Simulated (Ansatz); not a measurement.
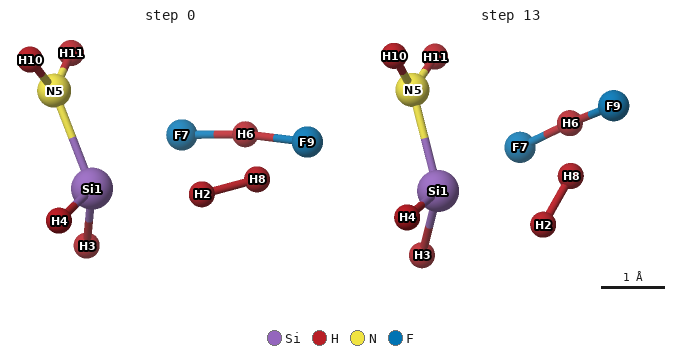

The structure of SiNH₇F₂ before (left) and after (right) a constrained relaxation, at one scale.

A ball-and-stick model, seen at a tilt.

The reaction that was planned forms Si1–F7, H6–F9, H2–H8 and breaks Si1–H2, H6–F7, H8–F9 (atoms numbered from 1 in input order).

Level of theory: RKS PBE0-D4/def2-SVP in Ansatz. Set-up: held fixed: the distance between atoms 1 (Si) and 7 (F), the distance between atoms 6 (H) and 9 (F), the distance between atoms 2 (H) and 8 (H), the distance between atoms 1 (Si) and 2 (H), the distance between atoms 6 (H) and 7 (F), the distance between atoms 8 (H) and 9 (F), counting from 1; force threshold 0.04 eV/Å; at most 150 steps.

### Describe what moved and what it gained.

After 12 accepted moves (13 points after the start) the energy has fallen by 31.3 kJ/mol. Largest force component: 1 eV/Å at the start, 0.033 eV/Å at the end. The line search rejected the trial step at point 9 of the run. The atom that moves furthest after the best rigid fit is F9 (0.87 Å). By element the largest moves are F 0.87 Å, H 0.49 Å, N 0.30 Å, Si 0.11 Å. Among the contacts that change: Si1–H8 2.680 → 2.162 Å, Si1–H3 1.443 → 1.474 Å, Si1–H4 1.467 → 1.491 Å, Si1–N5 1.692 → 1.682 Å. Bond angles that change, for instance: H3–Si1–N5 121.0° → 125.1°, H3–Si1–H4 115.0° → 111.3°, H10–N5–H11 112.9° → 115.3°. The run took 18 s on 4 threads of Arm Neoverse V2, on a shared host.
